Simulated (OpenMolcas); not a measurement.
# Si2NH6 (SMILES N[SiH][SiH3]) at 5 levels

Wanted: a comparison of 5 runs (UB3LYP/6-31G*, U-r2SCAN/6-311+G**, UM06-2X/6-311+G**, UM06-L/6-311+G**, UPBE/6-311+G**) of Si2NH6. 

Program for the calculation: OpenMolcas 26.06.

**1. The system as given**

The species is Si2NH6 (9 atoms), meant as a doublet with charge 0. SMILES: `N[SiH][SiH3]`. Geometry: relaxed at PBE0-D4/def2-TZVP. This is one conformer, not always the lowest.

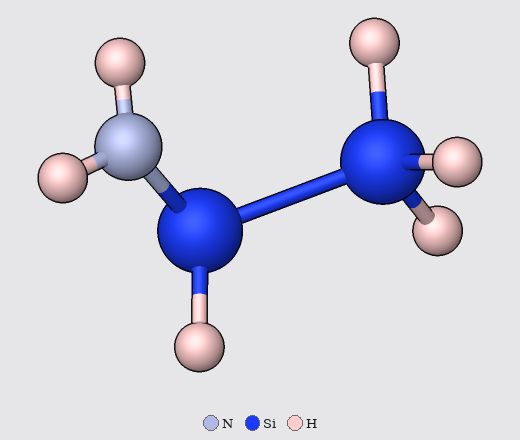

Viewed from a chosen angle; nitrogen light blue, silicon blue, hydrogen pink.

**2. Energy and gradient at UB3LYP/6-31G(d) (spherical functions) (run 1)**

File job.input:

```
* H6NSi2 Kohn-Sham DFT
&GATEWAY
BASLIB=$CurrDir
COORD
9
angstrom
N       -0.800100       0.840300      -1.401300
Si      -0.412600       0.902100       0.278900
Si       0.627800      -1.077000       0.962500
H       -1.356700       0.089900      -1.777700
H       -0.920900       1.689300      -1.930000
H        0.461600       2.102100       0.448200
H        1.938500      -1.353900       0.307200
H       -0.282400      -2.217000       0.659800
H        0.833300      -1.021900       2.435300
BASIS=6-31Gs
GROUP=NoSym
&SEWARD
GRIDINPUT
Grid=UltraFine
End of Grid
&SCF
UHF
SPIN=2
KSDFT=B3LYP
THRESHOLDS=1e-10 1e-07 1e-07 1e-05
PRORBITALS=1 1
&ALASKA
```

The basis set 6-31G* is read from a file made from the Basis Set Exchange's data (not shown).

Started as:

```console
$ export MOLCAS_MEM=1860
$ pymolcas job.input > job.log
```

Output:

```text
--- Start Module: gateway ---
[...]
--- Stop Module: gateway /rc=_RC_ALL_IS_WELL_ ---
[...]
      Basis functions           62
[...]
--- Start Module: scf ---
[...]
       Convergence after  14 Iterations
[...]
::    Total KS-DFT energy                            -637.3123698810
[...]
      Total spin, S                                     0.5012646528
[...]
      Total electronic charge=   41.000000
      Total            charge=   -0.000000
[...]
      Dipole Moment (debye):
      Origin of the operator (angstrom)=   -0.0593    0.0810    0.2007
                   X= -1.0191E+00               Y=  4.7293E-01               Z= -1.5998E+00           Total=  1.9548E+00
      Quadrupole Moment (debye*angstrom):
[...]
 *              Molecular gradients               *
 **************************************************
  Irreducible representation: a
 ------------------------------------------------------------------------------------------
                              X                       Y                       Z
 ------------------------------------------------------------------------------------------
  N1               -1.99184391759211E-03    5.37916065590394E-04    6.43030266038203E-03
  SI2               1.93838762323661E-03   -1.91533032149493E-03   -1.11660396914202E-02
  SI3              -8.83679281613148E-04    5.88575275127567E-04    4.06601336235823E-05
  H4                3.14824001513969E-03    3.35555171318314E-03    1.88925171439802E-03
  H5                6.79628308996927E-04   -4.07901466785177E-03    3.12783410003492E-03
  H6               -1.43982478094751E-03   -6.86204301210136E-04    5.24803296231724E-04
  H7               -8.97487937301378E-04    8.17132446632285E-04   -1.75889397075135E-04
  H8               -1.12685725626172E-04    9.00959362374110E-04   -1.05680590074986E-04
[...]
```

Run time: 23 s. Hardware: 1 thread of Intel Xeon 6975P-C (Granite Rapids), shared host; peak memory 0.4 GiB.

**3. A single-point energy at U-r2SCAN/6-311+G(d,p) (run 2)**

File coord.xyz:

```xyz
9

N     -0.800100     0.840300    -1.401300
Si    -0.412600     0.902100     0.278900
Si     0.627800    -1.077000     0.962500
H     -1.356700     0.089900    -1.777700
H     -0.920900     1.689300    -1.930000
H      0.461600     2.102100     0.448200
H      1.938500    -1.353900     0.307200
H     -0.282400    -2.217000     0.659800
H      0.833300    -1.021900     2.435300
```

File job.input:

```
* H6NSi2 Kohn-Sham DFT

&GATEWAY
  BasLib=$CurrDir
  Coord=coord.xyz
  Basis=6-311pGss
  Group=NoSym

&SEWARD
  GridInput
  Grid=UltraFine
  End of Grid

&SCF
  UHF
  Spin=2
  KSDFT=2
  1.0 MGGA_X_R2SCAN
  1.0 MGGA_C_R2SCAN
  Thresholds=1e-10 1e-07 1e-07 1e-05
  PrOrbitals=1
```

The basis set 6-311+G** is read from a file made from the Basis Set Exchange's data (not shown).

Started as:

```console
$ export MOLCAS_MEM=1860
$ pymolcas job.input > job.log
```

Output:

```text
--- Start Module: gateway ---
[...]
--- Stop Module: gateway /rc=_RC_ALL_IS_WELL_ ---
--- Start Module: seward ---
[...]
      Basis functions          118
--- Stop Module: seward /rc=_RC_ALL_IS_WELL_ ---
[...]
--- Start Module: scf ---
[...]
       Convergence after  16 Iterations
[...]
::    Total KS-DFT energy                            -637.2621104327
[...]
      Total spin, S                                     0.5020997709
[...]
      Dipole Moment (debye):
      Origin of the operator (angstrom)=   -0.0593    0.0810    0.2007
                   X= -9.2658E-01               Y=  4.0496E-01               Z= -1.3332E+00           Total=  1.6733E+00
      Quadrupole Moment (debye*angstrom):
[...]
--- Stop Module: scf /rc=_RC_ALL_IS_WELL_ ---
[...]
```

Wall time 64 s (1 thread of Intel Xeon 6975P-C (Granite Rapids), shared host); peak memory 0.74 GiB.

Runs 3 to 4 aren't shown in full; the table further down has their settings and results.

**4. Energy and forces at UPBE/6-311+G(d,p) (run 5)**

File test.inp:

```
* H6NSi2 Kohn-Sham DFT

&GATEWAY
  BasLib=$CurrDir
  Coord
  9
  angstrom
  N       -0.800100       0.840300      -1.401300
  Si      -0.412600       0.902100       0.278900
  Si       0.627800      -1.077000       0.962500
  H       -1.356700       0.089900      -1.777700
  H       -0.920900       1.689300      -1.930000
  H        0.461600       2.102100       0.448200
  H        1.938500      -1.353900       0.307200
  H       -0.282400      -2.217000       0.659800
  H        0.833300      -1.021900       2.435300
  Basis=6-311pGss
  Group=NoSym

&SEWARD
  GridInput
  Grid=UltraFine
  End of Grid

&SCF
  UHF
  Spin=2
  KSDFT=PBE
  Thresholds=1e-10 1e-07 1e-07 1e-05
  PrOrbitals=1 2

&ALASKA
```

The basis set 6-311+G** is read from a file made from the Basis Set Exchange's data (not shown).

Started as:

```console
$ export MOLCAS_MEM=1860
$ pymolcas test.inp > test.log
```

Output:

```text
--- Start Module: gateway ---
[...]
--- Stop Module: gateway /rc=_RC_ALL_IS_WELL_ ---
[...]
      Basis functions          118
[...]
--- Start Module: scf ---
[...]
       Convergence after  16 Iterations
[...]
::    Total KS-DFT energy                            -636.9746474646
[...]
      Total spin, S                                     0.5010377358
[...]
      Total electronic charge=   41.000000
      Total            charge=   -0.000000
[...]
      Dipole Moment (debye):
      Origin of the operator (angstrom)=   -0.0593    0.0810    0.2007
                   X= -8.9590E-01               Y=  4.1917E-01               Z= -1.4328E+00           Total=  1.7411E+00
      Quadrupole Moment (debye*angstrom):
[...]
 *              Molecular gradients               *
 **************************************************
  Irreducible representation: a
 ------------------------------------------------------------------------------------------
                              X                       Y                       Z
 ------------------------------------------------------------------------------------------
  N1               -2.90627388670683E-03    9.51832040392481E-04    4.05782837526125E-03
  SI2               1.75257585539690E-03    2.39938940685747E-04   -1.27813259408791E-02
  SI3               2.21114703018443E-04   -1.04823106949148E-03    8.51215878567402E-04
  H4                4.75394507488103E-03    6.24114533615572E-03    3.92694963543994E-03
  H5                1.00997791216706E-03   -7.07447288825414E-03    5.39825561562512E-03
  H6               -2.67911778211261E-03   -3.57242981615169E-03    1.19553681553919E-04
  H7               -4.09720047436002E-03    1.11858047418301E-03    1.83451259426315E-03
  H8                2.47361188836415E-03    3.28225377185021E-03    6.95136195384527E-04
[...]
```

Wall time 55 s (1 thread of Intel Xeon 6975P-C (Granite Rapids), shared host); peak memory 0.74 GiB.

**5. The series**

| run | level | task | energy (Eh) | dipole moment (D) | HOMO energy (eV) | LUMO energy (eV) | wall time |
| --- | --- | --- | --- | --- | --- | --- | --- |
| 1 | UB3LYP/6-31G* (spherical functions) | gradient | -637.312370 | 1.95 | -4.70 | -2.06 | 23 s |
| 2 | U-r2SCAN/6-311+G** | energy | -637.262110 | 1.67 | -4.47 | -2.49 | 64 s |
| 3 | UM06-2X/6-311+G** | energy | -637.270393 | 1.47 | -6.05 | -1.50 | 66 s |
| 4 | UM06-L/6-311+G** | energy | -637.338554 | 1.63 | -4.19 | -2.73 | 64 s |
| 5 | UPBE/6-311+G** | gradient | -636.974647 | 1.74 | -4.18 | -2.90 | 55 s |

**6. What came out**

```
                                 quantity          value
                      run 5: total energy  -636.97465 Eh
                     run 5: dipole moment         1.74 D
run 5: HOMO energy (highest over α and β)       -4.18 eV
 run 5: LUMO energy (lowest over α and β)       -2.90 eV
                              run 5: ⟨S²⟩          0.752
          run 5: largest force on an atom     0.664 eV/Å
```

What this shows: The dipole moment (its size) runs from 1.47 D (UM06-2X/6-311+G**) to 1.95 D (UB3LYP/6-31G*). The two ends differ in method and basis. Totals of different functionals can't be ranked against each other. All runs together took 4.5 min, the longest 66 s.
